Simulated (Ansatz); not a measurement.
# Work function of Na(100): what the settings cost and change

How far do functional and pseudopotentials move the work function of Na(100), and at what cost?

Method: plane-wave DFT, PBE, Ansatz PAW, in the first sound run; inputs show where later runs differ, in Ansatz 0.2.0.

## (1) The structure

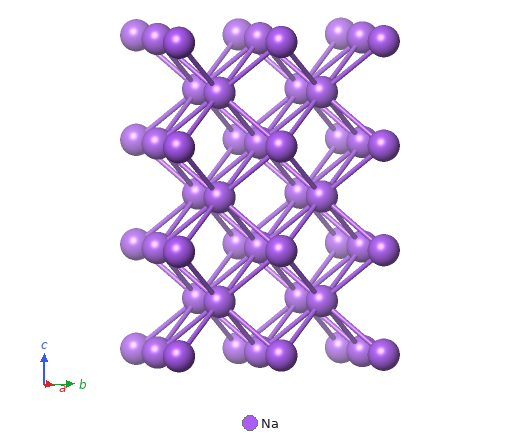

The starting structure, seen from the side, with the c axis up (sodium purple). 2×2×1 cells are drawn. Some periodic images of atoms are drawn too.

The cell holds 7 atoms: 7 Na. Its edges and angles: a = 4.230 Å, b = 4.230 Å, c = 30.690 Å, α = 90.0°, β = 90.0°, γ = 90.0°. Vacuum lies along c.

## (2) Slab, setting PBE, Ansatz PAW (420 eV)

A work function rests on the faint tail of the density, so the SCF threshold is tight. PBE on the default files comes first; the next runs keep the geometry and change functional or files, each at the cutoff that its files recommend; a relaxation and, for heavy metals, spin-orbit coupling close the ladder.

Input file input.yaml:

```yaml
crystal:
  lattice:
    - [4.23, 0.0, 0.0]
    - [0.0, 4.23, 0.0]
    - [0.0, 0.0, 30.69]
  atoms:
    - { symbol: Na, position: [0.0, 0.0, 0.293255132] }
    - { symbol: Na, position: [0.5, 0.5, 0.362170088] }
    - { symbol: Na, position: [0.0, 0.0, 0.431085044] }
    - { symbol: Na, position: [0.5, 0.5, 0.5] }
    - { symbol: Na, position: [0.0, 0.0, 0.568914956] }
    - { symbol: Na, position: [0.5, 0.5, 0.637829912] }
    - { symbol: Na, position: [0.0, 0.0, 0.706744868] }
kpoints:
  mp_grid: { grid: [10, 10, 1] }
hamiltonian:
  xc: pbe
scf:
  occupations: { method: fermi_dirac, width: 0.1 }
  convergence: { dr2_threshold: 1.0e-09 }
efield:
  axis: 3
  dipole_correction: true
  ramp_position: 0.97
  ramp_width: 0.06
output:
  write_potential: true
  write_density: true
  volumetric_format: npy
  elf: true
```

Started as:

```
$ ansatz run input.yaml --threads 2 --pin off --max-ram 3072MiB --backend cpu --events-out ev --progress --plain --runs-dir out
```

Numbers of over 12 decimals in the logs are rounded to 6 here.

Output:

```text
Engine: ansatz 0.2.0, aarch64-unknown-linux-gnu
Pseudopotentials: kind: paw
Pseudopotential: Na, paw, valence charge 9, recommended cutoff 420 eV (normal), Na.paw.azcp
Functional definition: PBE
  parameter kappa = 0.804
  parameter beta = 0.066725
  exchange = pbe_x(kappa = kappa, mu = beta*pi^2/3)
  correlation = pbe_c(beta = beta)
Crystal: 7 atoms, lattice volume = 549.133 Å³
Basis set: ecut = 420 eV, 10587 PW (Γ)
Bands: 39, of which v1, the nominal top of the filled ones, is band 32 counted from 1 (31 counted from 0)
Symmetry: 8 space group operations
k-points: 21 of 100
Non-local potential: Na, projectors of the file, l = 0: 3, l = 1: 2, l = 2: 1
PAW form: soft (Blöchl's): semilocal exchange-correlation on the pseudo side does not see the compensation charge
PAW one-centre angular grid: Na, 110 points (default); XC on 64 Gauss nodes
Initial density: superposition of atomic densities (neutral atoms: chi_scale 0, normalization atom), corrected by the library's trained network
Initial wavefunctions: pseudopotential atomic-orbital guess
Functional: x = pbe(κ = 0.804, μ = 0.219515), c = pbe(β = 0.066725)
SCF iter   1: F=—  HF=-10404.504427 eV  |F-HF|=—  |Δ(HF+E_count)|=         —  Δρ=1.47e-3  dr2=5.93e-1  ethr=1.77e-3  p=0.000 e·Å  D=5.34e-14 V/Å  ΔV_dip=-0.00 eV  dr2_dipole=1.45e-11  V_vac-E_F(+/−)=2.73/2.73 eV  ⟨swp⟩=10.7  Hψ=4231  notcnv=0
efield: sawtooth ramp at fractional position 0.9700 (set: `efield.ramp_position`, or a place that a band, a saddle search or an elastic batch's reference lends), width 0.0600; the density the first Hamiltonian is built on has a dipole p = 0.000 e·Å; the dipole correction subtracts the counter field D = 5.34e-14 V/Å, which shifts the + side's vacuum level by -0.00 eV against the − side's; the planar-averaged density in the ramp window peaks in size at 9.8e-6 e/Å³
preconditioner: auto → LDOS  [metal: Δε(μ)=0.045 eV  Ē_g=2.927 eV  σ=0.100 eV  W_gap=0.11  n_scr=62 (ndim 8)  ℏωp=4.2 eV  f_vac=0.471  D(μ)=3.79/eV (n_scr^D=10)  β→1.0]
SCF iter   2: F=—  HF=-10404.467478 eV  |F-HF|=—  |Δ(HF+E_count)|=   3.69e-2  Δρ=3.59e-4  dr2=2.50e-3  ethr=9.41e-4  p=0.000 e·Å  D=1.91e-6 V/Å  ΔV_dip=-0.00 eV  dr2_dipole=1.67e-9  V_vac-E_F(+/−)=2.67/2.67 eV  ⟨swp⟩=2.2  Hψ=1046  notcnv=0
SCF iter   3: F=—  HF=-10404.467684 eV  |F-HF|=—  |Δ(HF+E_count)|=   2.06e-4  Δρ=2.13e-4  dr2=3.95e-4  ethr=3.97e-6  p=0.000 e·Å  D=1.20e-6 V/Å  ΔV_dip=-0.00 eV  dr2_dipole=1.03e-9  V_vac-E_F(+/−)=2.67/2.67 eV  ⟨swp⟩=2.0  Hψ=1399  notcnv=0
SCF iter   4: F=—  HF=-10404.467628 eV  |F-HF|=—  |Δ(HF+E_count)|=   5.64e-5  Δρ=7.95e-5  dr2=2.71e-5  ethr=6.26e-7  p=0.000 e·Å  D=1.08e-6 V/Å  ΔV_dip=-0.00 eV  dr2_dipole=1.94e-10  V_vac-E_F(+/−)=2.67/2.67 eV  ⟨swp⟩=2.0  Hψ=1485  notcnv=0
SCF iter   5: F=—  HF=-10404.467616 eV  |F-HF|=—  |Δ(HF+E_count)|=   1.16e-5  Δρ=1.22e-5  dr2=2.38e-6  ethr=4.31e-8  p=0.000 e·Å  D=6.71e-7 V/Å  ΔV_dip=-0.00 eV  dr2_dipole=4.04e-11  V_vac-E_F(+/−)=2.67/2.67 eV  ⟨swp⟩=2.0  Hψ=1495  notcnv=0
SCF iter   6: F=—  HF=-10404.467642 eV  |F-HF|=—  |Δ(HF+E_count)|=   2.59e-5  Δρ=1.87e-6  dr2=1.17e-7  ethr=3.78e-9  p=0.000 e·Å  D=1.65e-7 V/Å  ΔV_dip=-0.00 eV  dr2_dipole=4.46e-12  V_vac-E_F(+/−)=2.67/2.67 eV  ⟨swp⟩=2.0  Hψ=916  notcnv=0
SCF iter   7: F=—  HF=-10404.467642 eV  |F-HF|=—  |Δ(HF+E_count)|=   2.31e-8  Δρ=4.59e-7  dr2=9.37e-9  ethr=1.85e-10  p=0.000 e·Å  D=3.93e-8 V/Å  ΔV_dip=-0.00 eV  dr2_dipole=4.62e-14  V_vac-E_F(+/−)=2.67/2.67 eV  ⟨swp⟩=2.0  Hψ=892  notcnv=0
SCF iter   8: F=-10404.467642 eV  HF=-10404.467642 eV  |F-HF|=5.22e-10  |Δ(HF+E_count)|=  6.60e-10  Δρ=3.21e-7  dr2=6.19e-10  ethr=1.59e-12  p=0.000 e·Å  D=1.38e-8 V/Å  ΔV_dip=-0.00 eV  dr2_dipole=3.70e-14  V_vac-E_F(+/−)=2.67/2.67 eV  ⟨swp⟩=6.6  Hψ=2361  notcnv=0
SCF 1 converged in 8 iterations: F = -10404.467642 eV  dr2 = 6.19e-10
  greatest PAW one-centre occupation: 0.999 electrons in one spin orbital (limit 2), on the Na atom at site 6 (counted from 0), in its partial waves of l = 0
WARN: The output density's exchange-correlation potential varies sharply where the density is thin. Do not read a vacuum level from v_tot or v_xc, or from such a field of the output density. On a cell that repeats whose density bears no net charge and no dipole along the vacuum's axis use v_es (v_loc + v_h of the components); under efield.dipole_correction with no amplitude use v_es + v_field, which holds any externa [...]
SCF converged after 8 iterations
Free energy (F): -10404.467642 eV
Harris-Foulkes:  -10404.467642 eV  (|F-HF|=5.22e-10)
Internal energy: -10404.340023 eV  (E = F + TS)
E sigma→0 (E₀):  -10404.403832 eV
Entropy (-TS):   -0.127619 eV (-18.231 meV/atom)
Fermi energy:    -0.521525 eV
Dipole field:    D = -0.000000 V/Å  (p = -0.000000 e·Å, saw-weighted, corrected)
Work function:   Φ+ = 2.6652 eV   Φ− = 2.6652 eV
Levels:          The Fermi level and band energies are counted from a zero that moves with the ramp; work functions are not
--- Per-component energies (eV) ---
  E_band       = -1837.753569
  E_kinetic    = 840.085497
  E_local      = -38089.265162  (includes V_loc(G=0)·N_el)
  E_nonlocal   = 805.474614
  E_hartree    = 17614.542163
  E_xc         = -267.381625
  E_vxc        = -343.508472  (∫ρ·V_xc dr)
  E_paw        = -1842.189389  (= ΣΔE_a)
  E_vpaw       = -279.619715  (= ΣTr[D̂ρ^β])
  E_aug_tail   = -0.000219  (compensation charges beyond the density's cutoff)
  E_efield     = 0.000000  (sawtooth field / dipole correction)
  E_vefield    = 0.000000  (∫n·V_field dr)
  E_ewald      = 10534.394098
  E_smearing   = -0.127619  (= −TS)
  E_closure    = 0.000000  (closes the sum)
  Σ components = -10404.467642   (vs F -10404.467642, Δ=0.00e0)
--- Band table (eV; the first three rows and the last of 21) ---
  k-point 0: bands = [... 28 lower, -3.6365, -3.2436, -2.5992, -1.7470, -0.7788, 0.1943, 1.1095, 1.8889, ... 3 higher]
  k-point 1: bands = [... 28 lower, -3.5499, -3.1576, -2.5140, -1.6628, -0.6960, 0.2750, 1.1884, 1.9669, ... 3 higher]
  k-point 2: bands = [... 28 lower, -3.2912, -2.9004, -2.2592, -1.4110, -0.4486, 0.5139, 1.3936, 1.6701, ... 3 higher]
  k-point 20: bands = [... 28 lower, 0.3312, 0.3312, 0.6859, 0.6859, 0.7651, 0.8122, 1.0932, 1.2538, ... 3 higher]
```

Run time: 22 s. Hardware: 2 threads of Arm Neoverse V2, shared host; peak memory 0.84 GiB.

Numbers from this step:

- energy at zero smearing: -10404.4038 eV
- work function, upper face: 2.665 eV

Running mean over 2.115 Å of the planar mean; the ramp of the sawtooth is left out. Electron's electrostatic potential energy less the Fermi level against z:

```csv
z (Å),electron's electrostatic potential energy less the Fermi level (eV)
4,2.66
5,2.65
6,2.58
7,2.23
8,0.451
9,-0.894
10,-0.917
11,-0.873
12,-0.882
13,-0.871
14,-0.868
15,-0.879
16,-0.876
17,-0.866
18,-0.876
19,-0.880
20,-0.877
21,-0.939
22,-0.754
23,1.29
24,2.40
25,2.62
26,2.66
27,2.66
```

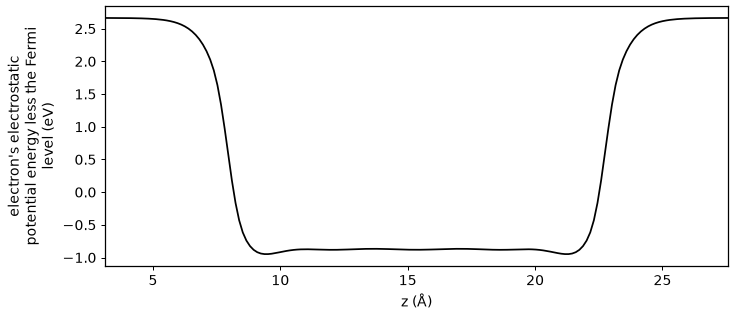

Electron's electrostatic potential energy less the Fermi level, plotted against z.

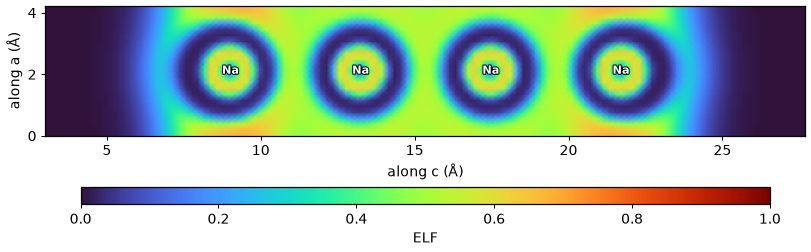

ELF in the ca plane at fractional y = 0.000, with atoms of Na within 0.2 Å of it. It is the smooth field of the valence electrons, not physical close to the nuclei. The map starts off the cell's origin, so that atoms lie inside it. The far vacuum is left out of the map.

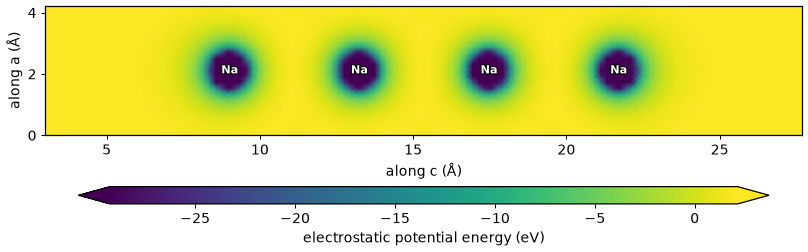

Electrostatic potential energy in the ca plane at fractional y = 0.000, with atoms of Na within 0.2 Å of it. With pseudopotentials it is smooth inside the atoms' cores, unlike the true potential. The map starts off the cell's origin, so that atoms lie inside it. The far vacuum is left out of the map.

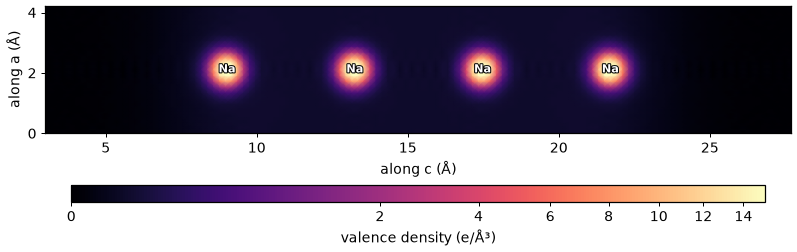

Valence density in the ca plane at fractional y = 0.000, with atoms of Na within 0.2 Å of it. It is the smooth field of the valence electrons, not physical close to the nuclei. The map starts off the cell's origin, so that atoms lie inside it. The colour scale is stretched toward low values. The far vacuum is left out of the map.

The work function is 2.665 eV.

## (3) Slab

This step: plane-wave DFT, LDA, Ansatz PAW (Ansatz 0.2.0).

Edit input.yaml of step 2 so:

```diff
@@ -16,3 +16,3 @@
 hamiltonian:
-  xc: pbe
+  xc: lda
 scf:
@@ -29,2 +29 @@
   volumetric_format: npy
-  elf: true
```

Output:

```text
[...]
Crystal: 7 atoms, lattice volume = 549.133 Å³
Basis set: ecut = 420 eV, 10587 PW (Γ)
Bands: 39, of which v1, the nominal top of the filled ones, is band 32 counted from 1 (31 counted from 0)
Symmetry: 8 space group operations
k-points: 21 of 100
[...]
k-point 1: bands = [... 28 lower, -3.6901, -3.2983, -2.6538, -1.7995, -0.8286, 0.1408, 1.0533, 1.8737, ... 3 higher]
  k-point 2: bands = [... 28 lower, -3.4314, -3.0411, -2.3990, -1.5477, -0.5808, 0.3812, 1.2647, 1.5312, ... 3 higher]
  k-point 20: bands = [... 28 lower, 0.2184, 0.2184, 0.5699, 0.5699, 0.5906, 0.6380, 0.9222, 1.0862, ... 3 higher]
[key lines of the parts left out:]
SCF converged after 8 iterations
Free energy (F): -10265.624787 eV
Fermi energy:    -0.658754 eV
Dipole field:    D = -0.000000 V/Å  (p = -0.000000 e·Å, saw-weighted, corrected)
Work function:   Φ+ = 2.7766 eV   Φ− = 2.7766 eV
```

It took 21 s on 2 threads; peak memory 0.82 GiB.

The work function is 2.777 eV, +0.111 eV from the run “PBE, Ansatz PAW (420 eV)”, at 0.98 times its CPU time.

## (4) Run

This step: plane-wave DFT, PBEsol, Ansatz PAW (Ansatz 0.2.0).

Edit input.yaml of step 3 so:

```diff
@@ -16,3 +16,3 @@
 hamiltonian:
-  xc: lda
+  xc: pbesol
 scf:
```

Output:

```text
[...]
Crystal: 7 atoms, lattice volume = 549.133 Å³
Basis set: ecut = 420 eV, 10587 PW (Γ)
Bands: 39, of which v1, the nominal top of the filled ones, is band 32 counted from 1 (31 counted from 0)
Symmetry: 8 space group operations
k-points: 21 of 100
[...]
k-point 1: bands = [... 28 lower, -3.5609, -3.1692, -2.5248, -1.6733, -0.7127, 0.2499, 1.1704, 1.9814, ... 3 higher]
  k-point 2: bands = [... 28 lower, -3.3024, -2.9122, -2.2702, -1.4218, -0.4656, 0.4882, 1.3725, 1.6554, ... 3 higher]
  k-point 20: bands = [... 28 lower, 0.3080, 0.3080, 0.6619, 0.6619, 0.7596, 0.8070, 1.0874, 1.2446, ... 3 higher]
[key lines of the parts left out:]
SCF converged after 8 iterations
Free energy (F): -10330.586632 eV
Fermi energy:    -0.535924 eV
Dipole field:    D = 0.000000 V/Å  (p = 0.000000 e·Å, saw-weighted, corrected)
Work function:   Φ+ = 2.6795 eV   Φ− = 2.6795 eV
```

The job ended after 21 s (2 threads; peak memory 0.84 GiB).

The work function is 2.679 eV, +0.014 eV from the run “PBE, Ansatz PAW (420 eV)”, at 0.99 times its CPU time.

## (5) Slab

This step: plane-wave DFT, RPBE, Ansatz PAW (Ansatz 0.2.0).

Edit input.yaml of step 4 so:

```diff
@@ -16,3 +16,3 @@
 hamiltonian:
-  xc: pbesol
+  xc: rpbe
 scf:
```

Output:

```text
[...]
Crystal: 7 atoms, lattice volume = 549.133 Å³
Basis set: ecut = 420 eV, 10587 PW (Γ)
Bands: 39, of which v1, the nominal top of the filled ones, is band 32 counted from 1 (31 counted from 0)
Symmetry: 8 space group operations
k-points: 21 of 100
[...]
k-point 1: bands = [... 28 lower, -3.4584, -3.0663, -2.4242, -1.5760, -0.6127, 0.3554, 1.2460, 1.9601, ... 3 higher]
  k-point 2: bands = [... 28 lower, -3.1999, -2.8093, -2.1696, -1.3245, -0.3658, 0.5929, 1.4525, 1.7468, ... 3 higher]
  k-point 20: bands = [... 28 lower, 0.3978, 0.3978, 0.7544, 0.7544, 0.8781, 0.9251, 1.2024, 1.3523, ... 3 higher]
[key lines of the parts left out:]
SCF converged after 9 iterations
Free energy (F): -10423.351270 eV
Fermi energy:    -0.435828 eV
Dipole field:    D = -0.000000 V/Å  (p = -0.000000 e·Å, saw-weighted, corrected)
Work function:   Φ+ = 2.5988 eV   Φ− = 2.5988 eV
```

Run time: 23 s. Hardware: 2 threads; peak memory 0.84 GiB; 45 s of CPU time.

The work function is 2.599 eV, -0.066 eV from the run “PBE, Ansatz PAW (420 eV)”, at 1.0 times its CPU time.

## (6) Slab

This step: plane-wave DFT, r2SCAN, Ansatz PAW (Ansatz 0.2.0).

Edit input.yaml of step 5 so:

```diff
@@ -16,3 +16,3 @@
 hamiltonian:
-  xc: rpbe
+  xc: r2scan
 scf:
```

Output:

```text
[...]
Crystal: 7 atoms, lattice volume = 549.133 Å³
Basis set: ecut = 500 eV, 13975 PW (Γ), exchange–correlation on 128×128×900 points (64 copies of the dense FFT grid, shifted against one another)
Bands: 39, of which v1, the nominal top of the filled ones, is band 32 counted from 1 (31 counted from 0)
Symmetry: 8 space group operations
k-points: 21 of 100
[...]
k-point 1: bands = [... 28 lower, -3.7404, -3.3215, -2.6329, -1.7234, -0.7064, 0.3215, 1.3263, 2.1844, ... 3 higher]
  k-point 2: bands = [... 28 lower, -3.4632, -3.0458, -2.3594, -1.4524, -0.4399, 0.5747, 1.5213, 1.8612, ... 3 higher]
  k-point 20: bands = [... 28 lower, 0.3277, 0.3277, 0.7160, 0.7160, 1.0020, 1.0583, 1.3331, 1.3711, ... 3 higher]
[key lines of the parts left out:]
SCF converged after 10 iterations
Free energy (F): -10419.814055 eV
Fermi energy:    -0.502636 eV
Dipole field:    D = -0.000000 V/Å  (p = -0.000000 e·Å, saw-weighted, corrected)
Work function:   Φ+ = 2.6646 eV   Φ− = 2.6646 eV
```

Run time: 52 s. Hardware: 2 threads; peak memory 1.6 GiB; 1.7 min of CPU time.

The work function is 2.665 eV, -0.001 eV from the run “PBE, Ansatz PAW (420 eV)”, at 2.4 times its CPU time.

## (7) Run

This step: plane-wave DFT, PBE, JTH PAW (Ansatz 0.2.0).

Edit input.yaml of step 6 so:

```diff
@@ -16,3 +16,4 @@
 hamiltonian:
-  xc: r2scan
+  xc: pbe
+  pseudopotentials: { kind: paw, source: jth }
 scf:
```

Output:

```text
[...]
k-point 1: bands = [... 28 lower, -3.5413, -3.1484, -2.5041, -1.6522, -0.6844, 0.2882, 1.2033, 1.9833, ... 3 higher]
  k-point 2: bands = [... 28 lower, -3.2825, -2.8911, -2.2491, -1.4001, -0.4366, 0.5275, 1.4098, 1.6901, ... 3 higher]
  k-point 20: bands = [... 28 lower, 0.3417, 0.3417, 0.6986, 0.6986, 0.7876, 0.8346, 1.1156, 1.2763, ... 3 higher]
[key lines of the parts left out:]
SCF converged after 9 iterations
Free energy (F): -10404.578046 eV
Fermi energy:    -0.509269 eV
Dipole field:    D = -0.000000 V/Å  (p = -0.000000 e·Å, saw-weighted, corrected)
Work function:   Φ+ = 2.6660 eV   Φ− = 2.6660 eV
```

Run time: 1.9 min. Hardware: 2 threads; peak memory 2.4 GiB.

The work function is 2.666 eV, +0.001 eV from the run “PBE, Ansatz PAW (420 eV)”, at 5.2 times its CPU time.

(Part 1 of 2 ends here.)

[Logs are printed without paths, hosts, clocks, repeated set-up lines and the standing remarks that a program may print on its own settings, such as how far it seeks lower states.]

[Hosts, paths, dates, database ids (printed as entryN), source tags and the programs' standing remarks are cut or masked in the printed files.]

[Maps of the electrostatic potential energy from Ansatz leave out the sawtooth potential of an applied field or a dipole correction, so their vacuum need not be flat; planar profiles and work functions include it.]
